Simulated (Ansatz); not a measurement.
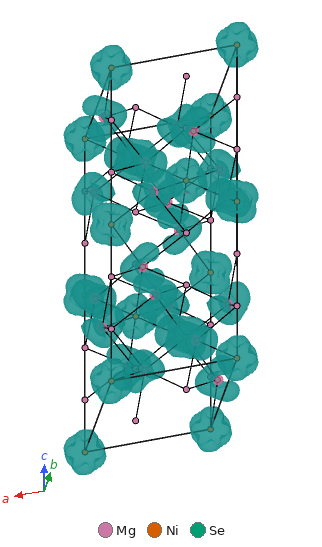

Figure. Mg$_{2}$NiSe$_{3}$. Isosurfaces of the spin density (up minus down) at +0.01 (teal) and −0.01 e/Å³ (pink), seen at an oblique angle. Sticks mark near contacts.

Space group R-3c; a structure generated by program, which may or may not match a known phase; the program warned that this state isn't the lowest known; spin-polarised.

The calculation used DFT PBE, scalar-relativistic, plane waves, PAW in Ansatz 0.2.0.

**Which atoms carry the moments, and with what signs?**

The spin density sits on Ni: +0.9 μB (×6) in one cell of 36 atoms, with smaller moments on other sites: Se (up to +0.07 μB): parallel main moments (a ferromagnetic arrangement) in this solution. The cell of the calculation (12 atoms) carries 2.4 μB of net spin moment.
